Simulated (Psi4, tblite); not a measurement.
Intermolecular potential of C4H4S ··· H3B (SMILES c1ccsc1 and B), singlet. Monomers: optimised at B3LYP-D3(BJ) (def2-TZVP), held rigid. Orientation: a higher rigid-body minimum at GFN2-xTB (searched outside a hard wall at short contacts). The monomers approach along the line of their centres of mass (distance R); nothing else relaxes. The shortest distances reach bonding range, where SAPT0 and rigid monomers are unreliable.

Geometry at R = 2.91 Å (first 9 atoms: monomer A):
```
13

C     -0.7172    -0.6928     0.0109
C      0.7046    -0.7046    -0.0289
C      1.2394     0.5514    -0.0274
S      0.0156     1.7565     0.0226
C     -1.2292     0.5723     0.0419
H     -1.3292    -1.5830     0.0164
H      1.3008    -1.6050    -0.0574
H      2.2789     0.8333    -0.0528
H     -2.2636     0.8719     0.0747
B     -0.1777     2.3231    -2.3350
H     -1.3270     2.5636    -2.1454
H      0.1488     1.2464    -2.7208
H      0.6451     3.1597    -2.1402
```

- SAPT0/jun-cc-pVDZ, frozen core (Psi4)
- GFN2-xTB (tblite)

Interaction energies in kJ/mol (negative: bound); R is the distance of the centres of mass, d the S4···B10 distance.

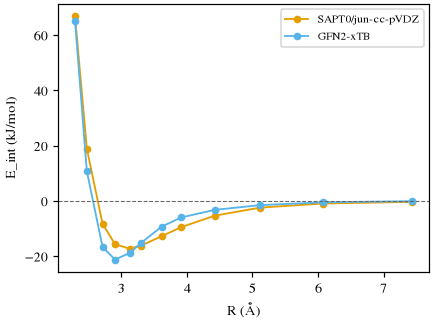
Fig. 1. Interaction energy against separation.

| R / Å | d / Å | SAPT0/jun-cc-pVDZ | GFN2-xTB |
|---|---|---|---|
| 2.30 | 1.88 | 67.00 | 65.27 |
| 2.48 | 2.04 | 18.97 | 10.80 |
| 2.72 | 2.26 | -8.28 | -16.65 |
| 2.91 | 2.43 | -15.63 | -21.16 |
| 3.13 | 2.64 | -17.23 | -18.84 |
| 3.30 | 2.80 | -16.22 | -15.27 |
| 3.62 | 3.10 | -12.71 | -9.26 |
| 3.92 | 3.39 | -9.42 | -5.93 |
| 4.43 | 3.88 | -5.29 | -3.19 |
| 5.12 | 4.55 | -2.38 | -1.49 |
| 6.08 | 5.50 | -0.90 | -0.47 |
| 7.44 | 6.84 | -0.30 | -0.06 |

Lowest grid point: SAPT0/jun-cc-pVDZ -17.23 kJ/mol at R = 3.13 Å; GFN2-xTB -21.16 kJ/mol at R = 2.91 Å.
